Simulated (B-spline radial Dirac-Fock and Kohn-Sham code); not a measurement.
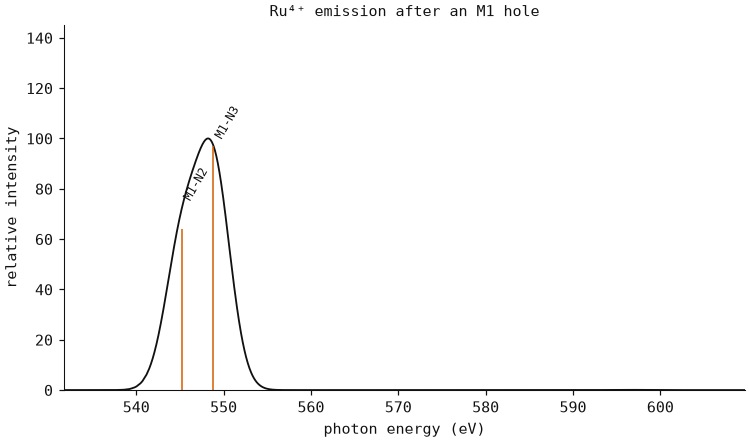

X-ray emission lines that fill an M1 (3s) hole, broadened by a Gaussian of 4.5 eV full width. Lines at much lower energy are not shown. Multiplet splitting by the open shell is left out. System: ruthenium in charge state +4 (Ru⁴⁺) ([Kr] 4d4). The calculation used independent-particle rates on relativistic LDA orbitals of the hole state (multipoles to L = 3), energies from Dirac–Fock ΔSCF (a B-spline radial atomic code). Widths ruled by Coster–Kronig decay come out up to twice the measured ones in this model.

**Which line is the strongest, where is it and what share of the photons does it carry?**

M1-N3 at 548.8 eV, 49.8 % of the radiative decays.

**What are the natural width, lifetime and fluorescence yield of the M1 hole?**

Width 3.01 eV, lifetime 0.219 fs, fluorescence yield 3.53 × 10⁻⁴.

**What multipole carries the M1-N5 line?**

E2; it is forbidden as an electric dipole and holds 0.030 % of the emission.

**How far apart are M1-N3 and M1-N2, and what is their intensity ratio?**

3.60 eV apart, with M1-N2 at 0.66 of the intensity of M1-N3.
